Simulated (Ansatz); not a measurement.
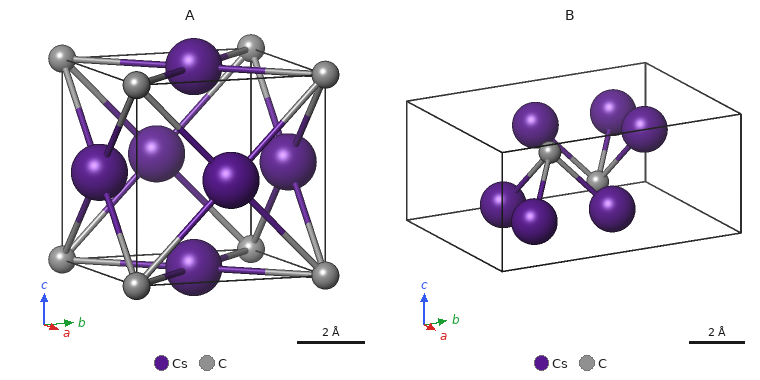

Two structures of Cs₃C, each relaxed to rest (conventional cells in solid outline, small ones repeated, not to one scale). Method: DFT PBE, scalar-relativistic, plane waves, PAW (Ansatz 0.2.0), with collinear spins.

> Identify the two structures.

A: Cu₃Au (L1₂) type, Pm-3m. B: 8 atoms a cell on a primitive hexagonal lattice, P6_3/mmc.

> Which polymorph is favoured?

B is lower, by 307 meV/atom at this level of theory (energies at zero smearing). Volumes: A 55.8, B 75.6 Å³/atom.

One or both may be structure types tried for this composition rather than known phases.
